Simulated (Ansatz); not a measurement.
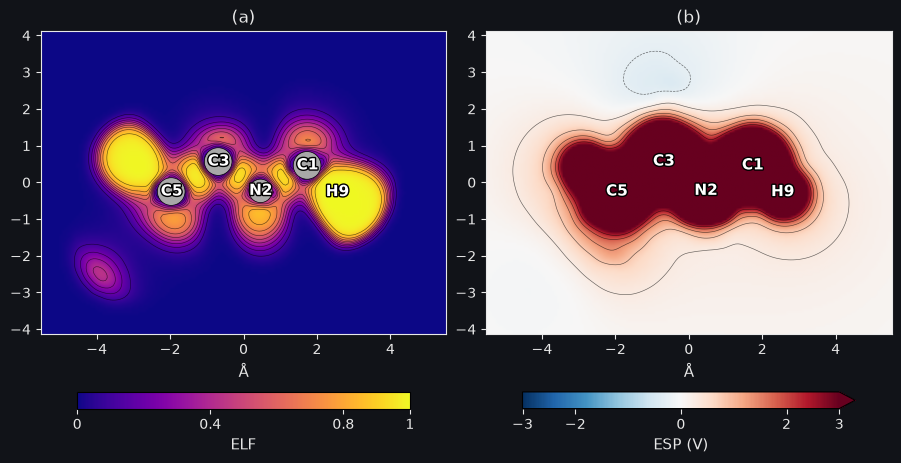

Figure 1: C3H10FNSi (SMILES CNC(F)C[SiH3]). (a) ELF; (b) electrostatic potential on the plane of atoms C1, N2 and C3. Grey discs cover the atomic cores in the ELF map.

Method: Ansatz, RKS PBE0/def2-SVP.

Input file:

```
crystal:
  periodic: [false, false, false]
  atoms:
    - { symbol: C, position_ang: [-2.0879, -1.2369, -0.4447] }
    - { symbol: "N", position_ang: [-1.0274, -0.2675, -0.6268] }
    - { symbol: C, position_ang: [0.1288, -0.7563, 0.0489] }
    - { symbol: F, position_ang: [-0.0201, -0.7557, 1.391] }
    - { symbol: C, position_ang: [1.4102, 0.0677, -0.2318] }
    - { symbol: Si, position_ang: [1.4691, 1.8027, 0.499] }
    - { symbol: H, position_ang: [-1.8833, -2.1658, -0.894] }
    - { symbol: H, position_ang: [-2.3577, -1.3094, 0.5919] }
    - { symbol: H, position_ang: [-3.0142, -0.7798, -0.9282] }
    - { symbol: H, position_ang: [-1.2858, 0.6226, -0.1737] }
    - { symbol: H, position_ang: [0.3588, -1.7899, -0.2228] }
    - { symbol: H, position_ang: [2.2872, -0.4583, 0.2167] }
    - { symbol: H, position_ang: [1.526, 0.1549, -1.3127] }
    - { symbol: H, position_ang: [0.2718, 2.6012, 0.0795] }
    - { symbol: H, position_ang: [1.4919, 1.7353, 1.9883] }
    - { symbol: H, position_ang: [2.7097, 2.5126, 0.0637] }
basis:
  gaussian: { orbitals: def2-SVP }
hamiltonian:
  xc: pbe0
relax:
  f_tol: 0.015
  max_steps: 40
output:
  orbitals: {}
```

Run with:

```sh
ansatz run input.yaml --threads 2 --pin off --max-ram 3072MiB --backend cpu --events-out ev --progress --plain --runs-dir out
```

The fields are those of the relaxed geometry.

Q: What do the fields say about this system?

A: The plane passes through C, N and H nuclei.
C–N (1.40 Å): the ELF peaks at about 0.95 between the atoms (localised, covalent bonding).
C–C (1.52 Å): the ELF peaks at about 0.95 between the atoms (a covalent bond).
C–N (1.45 Å): the ELF peaks at about 0.95 between the atoms, as expected for localised, covalent bonding.
C–H (1.10 Å): the ELF climbs to about 1 towards the hydrogen, as it does in any bond to H (a covalent bond by its length).
Outside the dense part of the molecule the potential is most negative (−0.4 V) near F4, which lies off the plane.
